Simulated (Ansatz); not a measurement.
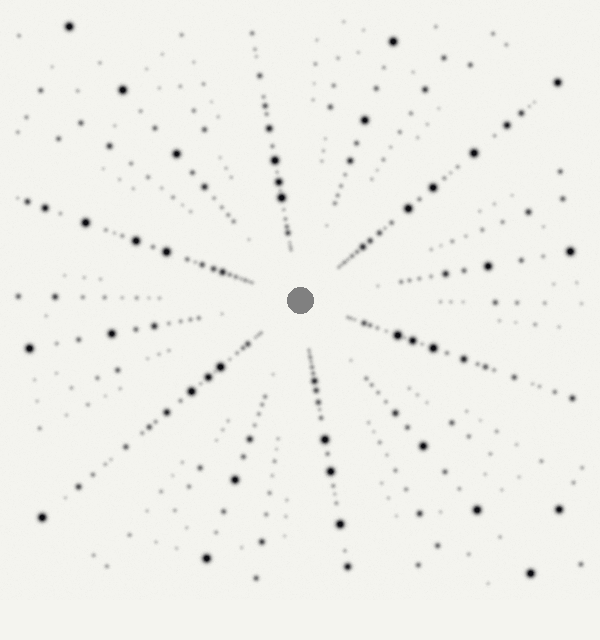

Simulated back-reflection Laue pattern (white X-rays, 0.45 to 2.2 Å, flat plate covering ±45° about the beam, kinematic intensities, seen from the source).

**What symmetry does the pattern show?**

3m: a threefold axis with three mirror lines.

The crystal is CaHg₂Ru₂, space group P-3m1 (No. 164), a = 4.710 Å, c = 5.492 Å (hexagonal axes). Structure: the end point of a relaxation with DFT, PAW plane waves, pbe in Ansatz 0.2.0; the starting structure was generated, so it need not be a known form of this composition.

**Which direction points towards the source?**

[001] or one equivalent to it by a rotation of the Laue group. In Laue class -3m no other family of directions with a member of indices 0 and ±1 has this symmetry.
